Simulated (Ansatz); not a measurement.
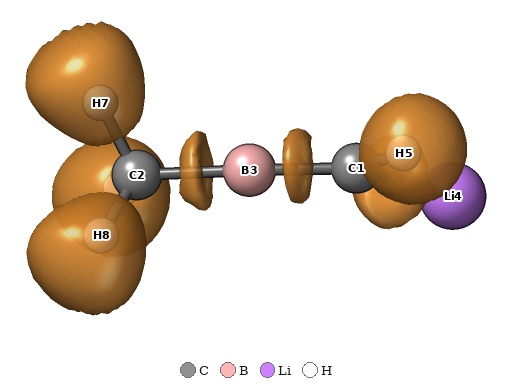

The picture shows: C$_{2}$H$_{4}$BLi (charge +1, doublet). Isosurface of the ELF at 0.9 (orange), seen from one side. Core shells and regions of very low density are left out.

Geometry: B3LYP-D3(BJ)/6-311G**.

The calculation used Ansatz 0.2.0, isolated molecule in a Gaussian basis; Kohn-Sham density functional theory, functional PBE0.

```xyz
8

C    -1.3388    1.1882    0.9849
C     0.2975    1.2018   -1.4182
B    -0.5651    1.1214   -0.1907
Li   -1.4979    2.9100    2.1259
H    -1.9368    0.4145    1.4589
H     0.7094    2.2043   -1.5727
H    -0.2793    0.9277   -2.3103
H     1.1346    0.4962   -1.3448
```

Q: Identify the bonds, lone pairs and shells in this picture.

A: The ELF exceeds this value in two regions between bonded B–C atoms (shared pairs), four regions around hydrogen nuclei and one lobe of the valence shell of C pointing towards Li. Profiles from the grid: C–B (1.41 Å): the ELF peaks at about 0.95 between the atoms (a covalent bond). C–Li (2.07 Å): the ELF peaks at about 0.95 in the valence shell of C, 0.9 Å from its nucleus, and is about 0.90 at the midpoint.
